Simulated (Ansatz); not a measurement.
CH$_{4}$ClFMg···H$_{2}$O

Input

```
crystal:
  periodic: [false, false, false]
  atoms:
    - { symbol: Mg, position_ang: [-1.0739, 0.1463, -0.4917] }
    - { symbol: C, position_ang: [0.5431, -1.4169, 0.6577] }
    - { symbol: Cl, position_ang: [-2.591, -0.5176, -1.8156] }
    - { symbol: H, position_ang: [0.2714, 1.5718, 0.1033] }
    - { symbol: O, position_ang: [0.5686, 1.8121, -1.1028] }
    - { symbol: H, position_ang: [0.0813, -0.1217, 0.8487] }
    - { symbol: F, position_ang: [-0.2759, 1.0308, 1.0374] }
    - { symbol: H, position_ang: [1.1116, -1.5143, 1.5761] }
    - { symbol: H, position_ang: [1.2241, -1.4948, -0.1858] }
    - { symbol: H, position_ang: [-0.1886, -2.2223, 0.6222] }
    - { symbol: H, position_ang: [0.3292, 2.7266, -1.2495] }
basis:
  gaussian: { orbitals: "6-31G*" }
hamiltonian:
  xc: hf
relax:
  f_tol: 0.15
  max_steps: 25
  restrain:
    - { distance: [0, 4], at: 3.37, k: 30.0 }
    - { distance: [3, 6], at: 2.18, k: 30.0 }
    - { distance: [5, 1], at: 2.37, k: 30.0 }
    - { distance: [0, 1], at: 2.17, k: 30.0 }
    - { distance: [3, 4], at: 0.97, k: 30.0 }
    - { distance: [5, 6], at: 0.88, k: 30.0 }
output:
  orbitals: {}
```

Launched as:

```sh
ansatz run input.yaml --threads 2 --pin off --max-ram 3072MiB --backend cpu --events-out ev --progress --plain --runs-dir out
```

The fields are those of the run's last geometry, not of the input's.

Not at a stationary point (largest force 0.9 eV/Å).

These are results of Ansatz, RHF/6-31G*, not measurements.

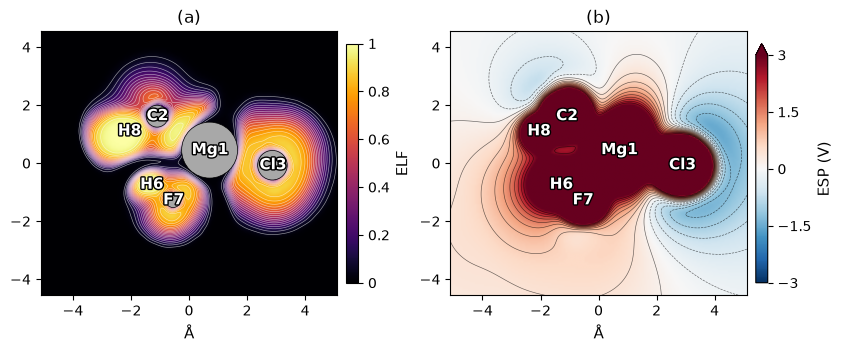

Figure 1. (a) ELF; (b) molecular electrostatic potential on the plane of atoms Mg1, F7 and H6. Grey discs cover the atomic cores in the ELF map.

What does the map show?

Answer.
- The section cuts through Mg, C, Cl, H and F sites.
- Mg–F (2.14 Å): the ELF is about 0.15 at the midpoint: an ionic contact with no shared pair.
- C–Mg (2.16 Å): the ELF peaks at about 0.95 in the valence shell of C, 0.8 Å from its nucleus, and is about 0.85 at the midpoint.
- Mg–Cl (2.23 Å): the ELF peaks at about 0.85 in the valence shell of Cl, 0.9 Å from its nucleus, and falls to about 0.05 next to Mg (a largely ionic contact).
- F–H (0.91 Å): the ELF climbs to about 1 towards the hydrogen, as it does in any bond to H; an ordinary covalent bond to hydrogen.
- C–H (1.10 Å): the ELF climbs to about 1 towards the hydrogen; an ordinary covalent bond to hydrogen.
- Outside the dense part of the complex the potential is most negative (−1.5 V) near Cl3.

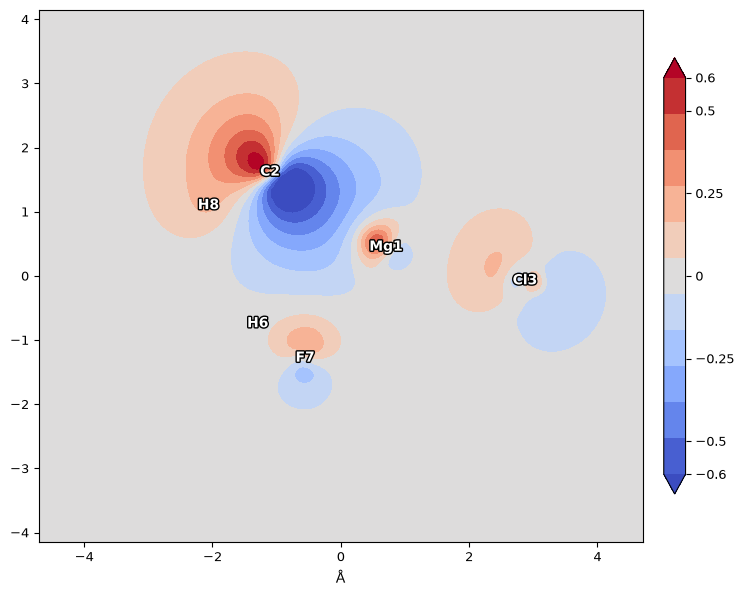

Figure 2. The HOMO on the plane of atoms Mg1, F7 and H6 (values in Å⁻³ᐟ²; the overall sign is arbitrary).

What is the character of this orbital?

Answer. It lies mainly on C2 (about 60 %) and Mg1 (about 20 %). Its energy is −10.18 eV.
